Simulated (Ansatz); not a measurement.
Stretching the C1–I2 bond in CH3I (SMILES CI) (multiplicity 1 held, fragments rigid). Energies count from the point at 2.156 Å.
Geometry at that point (charge 0, multiplicity 1):
```json
[
 {"atom": "C", "x (Å)": "-1.8269", "y (Å)": "-0.0363", "z (Å)": "-0.0411"},
 {"atom": "I", "x (Å)": "0.3286", "y (Å)": "0.0065", "z (Å)": "0.0074"},
 {"atom": "H", "x (Å)": "-2.1203", "y (Å)": "-0.8439", "z (Å)": "-0.7016"},
 {"atom": "H", "x (Å)": "-2.1705", "y (Å)": "-0.2081", "z (Å)": "0.9724"},
 {"atom": "H", "x (Å)": "-2.1618", "y (Å)": "0.9240", "z (Å)": "-0.4159"}
]
```

R- and RO- levels are restricted; in cc, def2 and unpolarised 6-31G sets they are followed outwards from rest. Unrestricted levels (U-) break spin symmetry where that is lower. Active spaces are followed from a long bond inwards. Curves can end on different states.

Frozen-core correlation. Filled d and f shells under p-block atoms count as core.

The values were computed with Ansatz (a quantum-chemistry and plane-wave program).  In def2 rows elements past Kr take small-core potentials, without spin–orbit coupling.

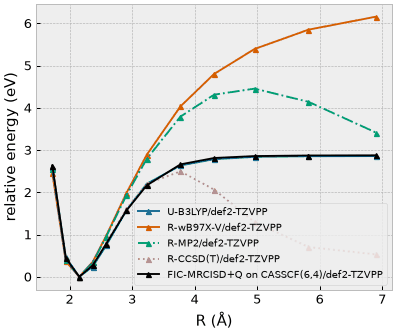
*Relative energy along the coordinate*

Task: Read off the R-MP2/def2-TZVPP curve at R = 6.901.

Result: about 3.4 eV

Doubts at one or more of the structures used: a spin-contaminated determinant (U-B3LYP/def2-TZVPP); a restricted determinant that unrestricted orbitals would lower (R-wB97X-V/def2-TZVPP, R-MP2/def2-TZVPP, R-CCSD(T)/def2-TZVPP); other coupled-cluster roots lie near (R-CCSD(T)/def2-TZVPP); T1 above 0.05 (R-CCSD(T)/def2-TZVPP); active orbitals that take no part (FIC-MRCISD+Q on CASSCF(6,4)/def2-TZVPP).
